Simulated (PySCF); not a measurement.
**UB2PLYP/STO-3G run of AlH2O (SMILES [O][AlH2])**

What is the vertical ionisation energy of AlH2O at UB2PLYP/STO-3G? Input form: a Python script.

Program for the calculation: PySCF 2.14.0.

7 further runs of the same task are left out: 7 set aside as unsound or not needed.

## Step 1: The system as given

The species is AlH2O (4 atoms), meant as a doublet with charge 0. As SMILES, `[O][AlH2]`. The coordinates come from a PBE0-D4/def2-TZVP relaxation.

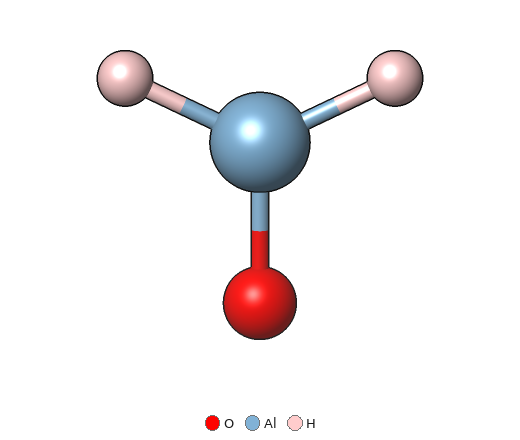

Viewed from a chosen angle; oxygen red, aluminium light blue, hydrogen pink.

## Step 2: A single-point energy at UB2PLYP/STO-3G

job.py reads:

```python
from pyscf import gto, dft, mp

mol = gto.M(
    atom='O 0.062600 -0.856300 1.401400; Al 0.011300 0.029900 -0.080400; H -1.149600 -0.360800 -1.076000; H 1.131100 1.126800 -0.265300',
    max_memory=1860,
    spin=1,
    verbose=4,
    basis='sto-3g',
)

calc0 = dft.UKS(mol, xc='0.53*HF + 0.47*B88, 0.73*LYP')
calc0.grids.level = 5
calc0.conv_tol = 1e-10
calc0.kernel()
if not calc0.converged:
    calc0 = calc0.newton().run(calc0.mo_coeff, calc0.mo_occ)

pt = mp.MP2(calc0, frozen=6).run()
e_final = calc0.e_tot + 0.27 * pt.e_corr
print('PT2 part  %.8f' % (0.27 * pt.e_corr))
print('E = %.10f Eh' % e_final)
```

Command:

```sh
$ OMP_NUM_THREADS=1 python job.py
```

Standard output:

```text
PySCF version 2.14.0

[INPUT] num. atoms = 4
[INPUT] num. electrons = 23
[INPUT] charge = 0
[INPUT] spin (= nelec alpha-beta = 2S) = 1
[INPUT] symmetry False subgroup None
[INPUT] Mole.unit = angstrom
[INPUT] Symbol           X                Y                Z      unit          X                Y                Z       unit  Magmom
[INPUT]  1 O      0.062600000000  -0.856300000000   1.401400000000 AA    0.118296855398  -1.618172480465   2.648262190965 Bohr   0.0
[INPUT]  2 Al     0.011300000000   0.029900000000  -0.080400000000 AA    0.021353905208   0.056502811124  -0.151933980415 Bohr   0.0
[INPUT]  3 H     -1.149600000000  -0.360800000000  -1.076000000000 AA   -2.172429152800  -0.681813185743  -2.033345310032 Bohr   0.0
[INPUT]  4 H      1.131100000000   1.126800000000  -0.265300000000 AA    2.137469219496   2.129343397160  -0.501344340847 Bohr   0.0

[... 43 lines left out ...]
WARN: HOMO -0.315793222294401 >= LUMO -0.315793222294407
[... 50 lines left out ...]
converged SCF energy = -314.579639166309  <S^2> = 0.75456776  2S+1 = 2.0045626
[... 1 line left out ...]
******** <class 'pyscf.mp.ump2.UMP2'> ********
nocc = (np.int64(6), np.int64(5)), nmo = (10, 10)
frozen orbitals 6
E(UMP2) = -314.649135000118  E_corr = -0.0694958338093791
E(SCS-UMP2) = -314.655291513006  E_corr = -0.0756523466970225
E_corr(same-spin) = -0.00893383139334505
E_corr(oppo-spin) = -0.060562002416034
PT2 part  -0.01876388
E = -314.5984030414 Eh
```

Run time: 3 s. Hardware: 1 thread of Arm Neoverse V2, shared host; peak memory 0.19 GiB.

## Step 3: The singlet cation

job.py reads:

```python
from pyscf import gto, dft, mp

mol = gto.M(
    atom=[
    ('O', (0.062600, -0.856300, 1.401400)),
    ('Al', (0.011300, 0.029900, -0.080400)),
    ('H', (-1.149600, -0.360800, -1.076000)),
    ('H', (1.131100, 1.126800, -0.265300)),
],
    charge=1,
    verbose=3,
    max_memory=1860,
    basis='sto-3g',
)

mf = dft.RKS(mol)
mf.xc = '0.53*HF + 0.47*B88, 0.73*LYP'
mf.grids.level = 5
mf.conv_tol = 1e-10
mf.kernel()
if not mf.converged:
    mf = mf.newton().run(mf.mo_coeff, mf.mo_occ)

pt = mp.MP2(mf, frozen=6).run()
e_tot = mf.e_tot + 0.27 * pt.e_corr
print('PT2 part  %.8f' % (0.27 * pt.e_corr))
print(f'total energy: {e_tot:.8f} hartree')
```

Command:

```sh
$ OMP_NUM_THREADS=1 python job.py
```

Standard output:

```text
converged SCF energy = -314.234188168913
E(RMP2) = -314.365895299876  E_corr = -0.131707130962966
E(SCS-RMP2) = -314.377540299441  E_corr = -0.143352130528258
PT2 part  -0.03556093
total energy: -314.26974909 hartree
```

Run time: 1.9 s. Hardware: 1 thread of Arm Neoverse V2, shared host; peak memory 0.18 GiB.

## Step 4: Outcome

Level: UB2PLYP/STO-3G, 6 core orbitals frozen.

| quantity | value |
| --- | --- |
| doublet AlH2O: total energy | -314.59840 Eh |
| doublet AlH2O: dipole moment (SCF part) | 0.90 D |
| doublet AlH2O: HOMO energy (SCF part's orbitals) (highest over α and β) | -5.39 eV |
| doublet AlH2O: LUMO energy (SCF part's orbitals) (lowest over α and β) | 5.09 eV |
| doublet AlH2O: ⟨S²⟩ | 0.755 |
| singlet cation: total energy | -314.26975 Eh |
| singlet cation: HOMO energy (SCF part's orbitals) | -15.83 eV |
| singlet cation: LUMO energy (SCF part's orbitals) | -10.27 eV |
| singlet cation: HOMO–LUMO gap (SCF part's orbitals) | 5.56 eV |
| vertical ionisation energy (to the singlet cation) | 8.943 eV |

**Reading.** The vertical ionisation energy comes to 8.94 eV (863 kJ/mol). Only the singlet of the ionised species was computed; a triplet could lie lower. In a minimal basis such a difference can be off by several eV, whatever the method. Mulliken charges (doublet AlH2O) run from -0.31 on O1 to +0.80 on Al2.
